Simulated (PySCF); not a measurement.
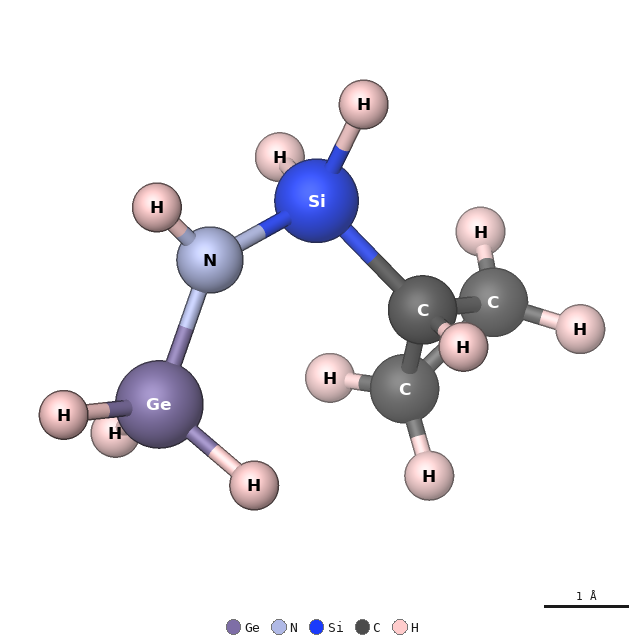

Depth is shown by fading: the farther an atom, the more it takes the colour of the background. The computed structure is the end point of a PBE0-D3(BJ)/def2-SVP optimisation. No frequency run is at hand to confirm it as a minimum. Masses are those of the most abundant isotopes; constants are for the rigid equilibrium geometry.

Question: Classify the rotor and give the rotational constants (cm⁻¹).

Answer: An asymmetric top (C1): A = 0.111, B = 0.0323, C = 0.0264 cm⁻¹. Ray's parameter κ is −0.86, close to the prolate limit.
